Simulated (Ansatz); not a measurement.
# AlSiH2 (quartet): the correlation ladder, cc-pVTZ

How much of the correlation energy of AlSiH2 (quartet) does each wave-function method recover here?

The runs use Ansatz 0.2.0, Gaussian basis; cc-pVTZ, core rule «outside noble gas», up to 10 orbitals frozen.

Plan: UHF; CCSD(T) on ROHF; CCSD(T) on UHF; BCCD(T) on ROHF; CCSDT(Q) on ROHF; CCSDT(Q) on UHF.

13 further runs of the same task are left out: 8 for a known fault of the program, 5 set aside as unsound or not needed. Runs told in other sessions of the task aren't counted.

### Step 1. The geometry

The geometry is a PBE0/def2-TZVP stationary point (not a proven minimum).

4 atoms, charge 0, spin multiplicity 4.

Atoms are counted from 1 here; the program's logs count them from 0.

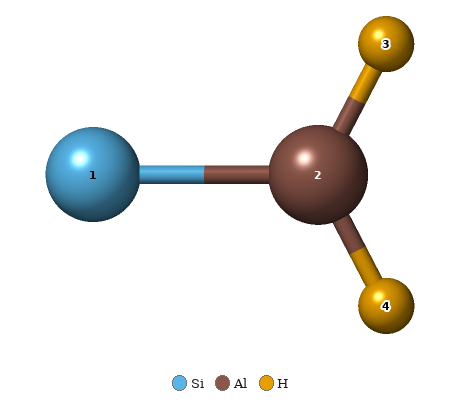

The structure; silicon blue, aluminium brown, hydrogen amber; atoms are numbered from 1 in the order of the file.

### Step 2. UHF

in.yaml

```yaml
crystal:
  periodic: [false, false, false]
  atoms:
    - {symbol: Si, position_ang: [0.000000, 0.000000, 1.249328]}
    - {symbol: Al, position_ang: [0.000000, 0.000000, -1.159384]}
    - {symbol: H, position_ang: [0.000000, 1.405470, -1.888034]}
    - {symbol: H, position_ang: [0.000000, -1.405470, -1.888034]}
basis:
  gaussian: {orbitals: cc-pVTZ}
magnetization: {spin_polarized: true, initial_magnetization: 3}
hamiltonian: {xc: hf}
output: {orbitals: {seedname: orbitals}}
```

Launch:

```console
$ ansatz run in.yaml --threads 1 --pin off --events-out ev --progress --plain --max-ram 2560MiB --backend cpu
```

Further steps of the session: CCSD(T) on ROHF; CCSD(T) on UHF; BCCD(T) on ROHF; CCSDT(Q) on ROHF; CCSDT(Q) on UHF.

Q: Predict the results of all the runs planned. Wanted: UCCSDT(Q) from the RHF energy; RMP2 from UCCSDT(Q); UMP2 from UCCSDT(Q); RCCSD from UCCSDT(Q); RCCSD(T) from UCCSDT(Q); UCCSD(T) from UCCSDT(Q); RCCSDT(Q) from UCCSDT(Q); T1 diagnostic.

**Answer**, as computed:

```
                         quantity                      value
    UCCSDT(Q) from the ROHF energy                 -5.0706 eV
              RMP2 from UCCSDT(Q)                +1126.9 meV
              UMP2 from UCCSDT(Q)                +1132.9 meV
             RCCSD from UCCSDT(Q)                 +239.8 meV
          RCCSD(T) from UCCSDT(Q)                  +51.3 meV
          UCCSD(T) from UCCSDT(Q)                  +49.9 meV
         RCCSDT(Q) from UCCSDT(Q)                   +1.9 meV
levels within 1 kcal/mol (43 meV)  RCCSDT, UCCSDT, RCCSDT(Q)
                    T1 diagnostic                      0.028
```

**Reading.** RCCSD(T) misses by +51.3 meV, 1.0 % of the correlation energy. These misses are within one basis, not against nature; the frozen cores of restricted and unrestricted runs differ, which can shift their rows.
